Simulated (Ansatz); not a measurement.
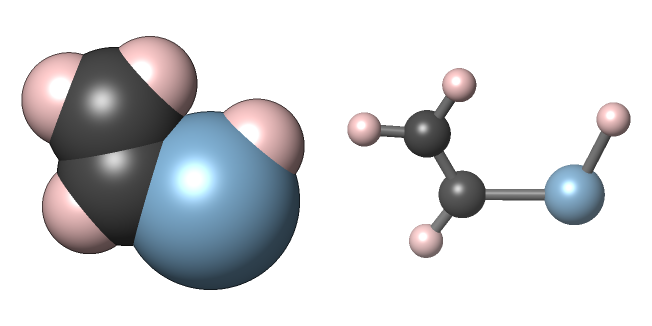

The picture comes from a calculation with Ansatz.

The same structure drawn twice, from different directions. Colours: carbon dark grey, aluminium light blue, hydrogen pink.

State: neutral, doublet.

Identify the structure.

The molecule is C₂H₄Al. This geometry has Cs symmetry. It is an open-shell species. All atoms lie on one plane. Coordination: 2 C trigonal planar; 1 Al bent.
